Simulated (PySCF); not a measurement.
## What a change does: excited-state calculation on C5H9FO3

System: C5H9FO3, SMILES CO[C@](C)(F)COC=O.
Method of the first run: TDDFT BP86/pcSseg-1, vertical, gas phase, core orbitals frozen in the response (PySCF 2.14.0).

The geometry comes from this level: GFN2-xTB. Text and figures count atoms from 1; the logs count them from 0 in places.

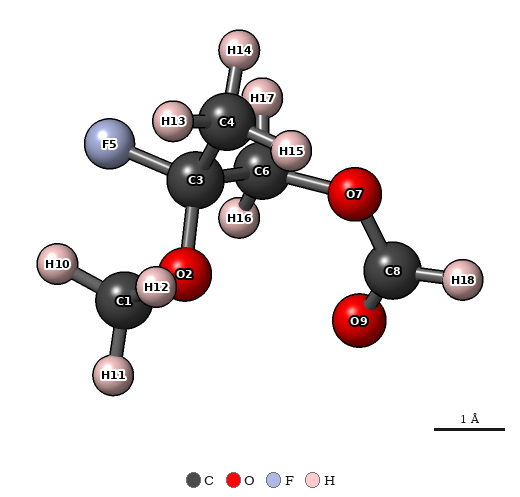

**Figure 1.** The structure as given in the input (ball-and-stick view, seen at a tilt; atoms are numbered from 1 in the order of the input). Bond lengths as drawn: C–C 1.52 to 1.54 Å, C–F 1.40 Å, C–H 1.09 to 1.10 Å and C–O 1.19 to 1.42 Å.

## Input file, the first run
```
{"job": {"kind": "uv", "xc": "BP86", "basis": "pcSseg-1", "nstates": 3, "ntriplets": 5, "tda": false, "scf": {"damp": 0.3}}, "charge": 0, "multiplicity": 1}
C     -2.042212    -0.760867     0.579254
O     -0.680380    -0.782063     0.180491
C     -0.342096    -0.032202    -0.920671
C     -0.716869     1.444506    -0.861078
F     -0.981331    -0.575269    -2.047050
C      1.164572    -0.239069    -1.156830
O      1.907770     0.437225    -0.153262
C      2.603779    -0.302640     0.700065
O      2.729880    -1.487580     0.694645
H     -2.700659    -0.948688    -0.271827
H     -2.143336    -1.567314     1.301681
H     -2.305801     0.188307     1.053872
H     -1.797638     1.559088    -0.852227
H     -0.318584     1.948878    -1.736549
H     -0.288951     1.883322     0.035551
H      1.383706    -1.310947    -1.120599
H      1.439409     0.175267    -2.129302
H      3.079980     0.376363     1.427419
```

The first line tells a small driver script what to run in PySCF; the rest is the geometry in Å.

Launched with:
```bash
OMP_NUM_THREADS=1 python <driver script> task.json out
```

Hardware: 1 CPU thread, shared host.

## Output (the first run)
```
final grid: 149616 points
cycle   1  E = -521.1555760661  dE =  1.229e+00  |g| = 1.220e+00  |ddm| = 3.651e+00
cycle   2  E = -520.0491456432  dE =  1.106e+00  |g| = 2.649e+00  |ddm| = 2.786e+00
cycle   3  E = -521.3328200772  dE = -1.284e+00  |g| = 6.639e-01  |ddm| = 2.286e+00
cycle   4  E = -521.4153053122  dE = -8.249e-02  |g| = 1.842e-01  |ddm| = 5.049e-01
cycle   5  E = -521.4200354719  dE = -4.730e-03  |g| = 7.715e-02  |ddm| = 1.341e-01
cycle   6  E = -521.4211731000  dE = -1.138e-03  |g| = 1.932e-02  |ddm| = 5.586e-02
cycle   7  E = -521.4212273834  dE = -5.428e-05  |g| = 7.728e-03  |ddm| = 1.562e-02
cycle   8  E = -521.4212376038  dE = -1.022e-05  |g| = 1.773e-03  |ddm| = 6.385e-03
cycle   9  E = -521.4212381533  dE = -5.496e-07  |g| = 6.185e-04  |ddm| = 1.663e-03
cycle  10  E = -521.4212382175  dE = -6.412e-08  |g| = 2.063e-04  |ddm| = 5.285e-04
cycle  11  E = -521.4212382194  dE = -1.903e-09  |g| = 1.685e-04  |ddm| = 2.102e-04
cycle  12  E = -521.4212382250  dE = -5.621e-09  |g| = 1.256e-05  |ddm| = 1.070e-04
cycle  13  E = -521.4212382250  dE = -2.160e-11  |g| = 9.220e-06  |ddm| = 1.969e-05
converged SCF energy = -521.4212382250

Static polarisability (au): isotropic 66.009, principal 60.280 64.181 73.567

Singlet excitations
state   eV       nm        f      main configurations
  1   5.7933    214.0   0.00290   H-1->L 0.78, H->L 0.19
  2   5.9376    208.8   0.00119   H->L 0.80, H-1->L 0.20
  3   6.7015    185.0   0.02073   H-2->L 0.63, H-3->L 0.35

Triplet excitations (Tamm-Dancoff, eV): 5.3488 5.6840 6.0354 6.7966 7.4207
```

For the second run the input was changed thus:
```diff
-"xc": "BP86"
+"xc": "KT3"
-"nstates": 3
-"ntriplets": 5
+"nstates": 25
+"ntriplets": 2
-"scf": {"damp": 0.3}
```

Predict how the results change.

The total energies belong to different methods, so their difference says nothing on which is more stable or more accurate. The LUMO goes from −1.03 to −0.87 eV. The dipole moment goes from 3.05 to 2.97 D. The lowest excitation goes from 5.79 to 6.01 eV. The strongest computed line goes from 6.70 to 8.03 eV. The functional changes from BP86 to KT3. The SCF takes 16 iterations against 13.

## Output (the second run)
```
coarse grid: 15360 points
cycle   1  E = -528.2367245585  dE =  1.268e+00  |g| = 1.304e+00  |ddm| = 3.640e+00
cycle   2  E = -527.0779501571  dE =  1.159e+00  |g| = 2.703e+00  |ddm| = 3.168e+00
cycle   3  E = -528.4498849274  dE = -1.372e+00  |g| = 6.626e-01  |ddm| = 2.619e+00
cycle   4  E = -528.5353920136  dE = -8.551e-02  |g| = 1.920e-01  |ddm| = 5.444e-01
cycle   5  E = -528.5410764176  dE = -5.684e-03  |g| = 6.839e-02  |ddm| = 1.358e-01
cycle   6  E = -528.5420300604  dE = -9.536e-04  |g| = 1.775e-02  |ddm| = 5.481e-02
cycle   7  E = -528.5420811432  dE = -5.108e-05  |g| = 6.573e-03  |ddm| = 1.484e-02
cycle   8  E = -528.5420888293  dE = -7.686e-06  |g| = 1.792e-03  |ddm| = 5.827e-03
final grid: 149616 points
cycle   9  E = -528.6906898806  dE = -2.665e-04  |g| = 3.326e-02  |ddm| = 6.976e-02
cycle  10  E = -528.6901615397  dE =  5.283e-04  |g| = 6.471e-02  |ddm| = 6.443e-02
cycle  11  E = -528.6908577874  dE = -6.962e-04  |g| = 4.860e-03  |ddm| = 4.683e-02
cycle  12  E = -528.6908617077  dE = -3.920e-06  |g| = 2.298e-03  |ddm| = 4.264e-03
cycle  13  E = -528.6908626240  dE = -9.163e-07  |g| = 6.540e-04  |ddm| = 1.779e-03
cycle  14  E = -528.6908627069  dE = -8.287e-08  |g| = 1.738e-04  |ddm| = 6.041e-04
cycle  15  E = -528.6908627124  dE = -5.499e-09  |g| = 5.244e-05  |ddm| = 1.509e-04
cycle  16  E = -528.6908627129  dE = -5.277e-10  |g| = 1.389e-05  |ddm| = 4.598e-05
converged SCF energy = -528.6908627129

Static polarisability (au): isotropic 65.591, principal 59.770 63.895 73.109

Singlet excitations
state   eV       nm        f      main configurations
  1   6.0064    206.4   0.00336   H-1->L 0.63, H->L 0.34
  2   6.0575    204.7   0.00075   H->L 0.66, H-1->L 0.34
  3   6.8961    179.8   0.02231   H-2->L 0.60, H-3->L 0.37
  4   7.2920    170.0   0.00073   H->L+1 0.97
  5   7.3861    167.9   0.00210   H-1->L+1 0.99
  6   7.5656    163.9   0.01569   H->L+2 0.34, H-3->L 0.31, H-4->L 0.15
  7   7.7108    160.8   0.02824   H->L+2 0.56, H-4->L 0.19
  8   7.8115    158.7   0.00789   H-1->L+2 0.94
  9   7.9228    156.5   0.02816   H->L+3 0.69, H-4->L 0.21
 10   7.9592    155.8   0.00763   H-1->L+3 0.88
 11   7.9859    155.3   0.03448   H-2->L+1 0.74, H->L+3 0.10, H-4->L 0.09
 12   8.0262    154.5   0.04540   H-4->L 0.24, H-5->L 0.22, H-2->L+1 0.20
 13   8.2549    150.2   0.01918   H-5->L 0.46, H->L+4 0.20, H-6->L 0.18
 14   8.3446    148.6   0.01572   H->L+4 0.51, H-1->L+4 0.22, H-6->L 0.21
 15   8.3760    148.0   0.01006   H-1->L+4 0.67, H->L+4 0.13, H-2->L+2 0.11
 16   8.3999    147.6   0.03270   H-2->L+2 0.71, H-6->L 0.19
 17   8.5272    145.4   0.02542   H-3->L+1 0.52, H-6->L 0.15
 18   8.5578    144.9   0.01909   H-3->L+1 0.43, H-6->L 0.14
 19   8.5995    144.2   0.00373   H-2->L+3 0.93
 20   8.7405    141.9   0.01058   H->L+5 0.83
 21   8.7899    141.1   0.00536   H-1->L+5 0.95
 22   8.8548    140.0   0.00452   H->L+6 0.89
 23   8.9256    138.9   0.00287   H-3->L+2 0.70, H-1->L+6 0.22
 24   8.9486    138.6   0.01863   H-1->L+6 0.73, H-3->L+2 0.21
 25   8.9985    137.8   0.00342   H-2->L+4 0.81, H-7->L 0.12

Triplet excitations (Tamm-Dancoff, eV): 5.4665 5.7718
```

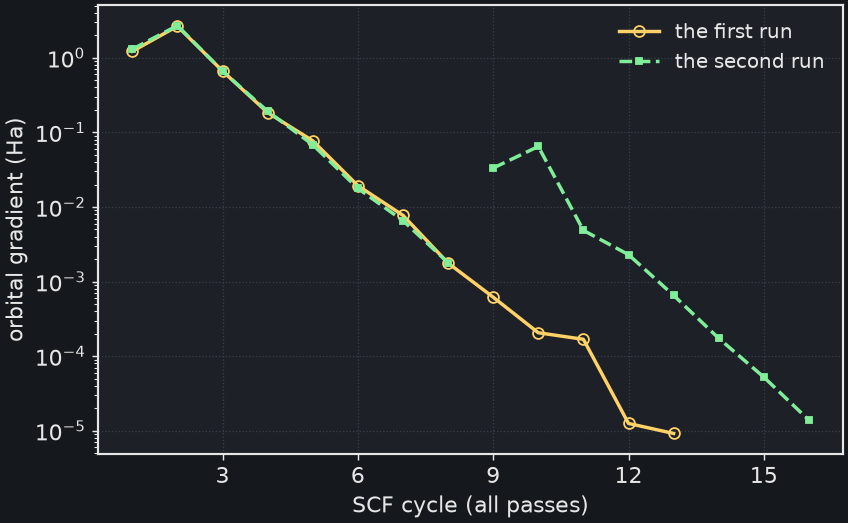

**Figure 2.** Convergence of the two runs: orbital gradient against the SCF cycle. A break in a curve parts two SCF passes (coarse and final grid). The first run takes 13 cycles in all, and the second run takes 16.

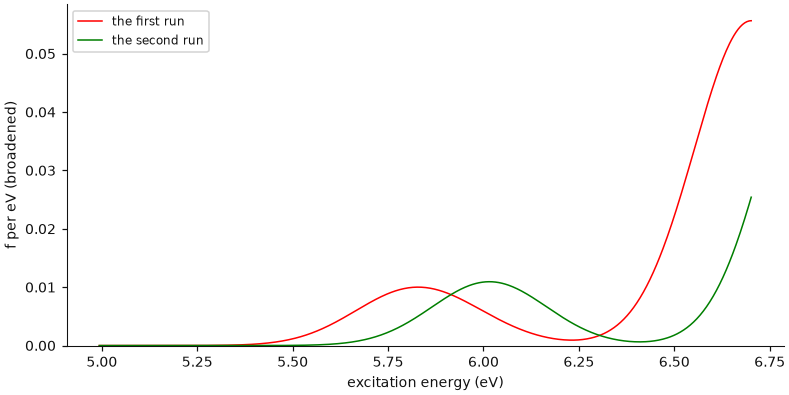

**Figure 3.** Absorption of the two runs from their computed states, each broadened by a Gaussian of 0.35 eV full width; the range ends where the shorter list of states ends.

## The two runs side by side

| quantity | the first run | the second run |
| --- | --- | --- |
| outcome | converged | converged |
| total energy (hartree) | −521.421238 | −528.690863 |
| HOMO (eV) | −6.74 | −6.78 |
| LUMO (eV) | −1.03 | −0.87 |
| dipole moment (D) | 3.05 | 2.97 |
| lowest excitation (eV) | 5.79 | 6.01 |
| SCF iterations | 13 | 16 |
| strongest computed line (eV) | 6.70 | 8.03 |
| basis functions | 198 | 198 |
| wall time (shared host) | 2 min | 3.1 min |
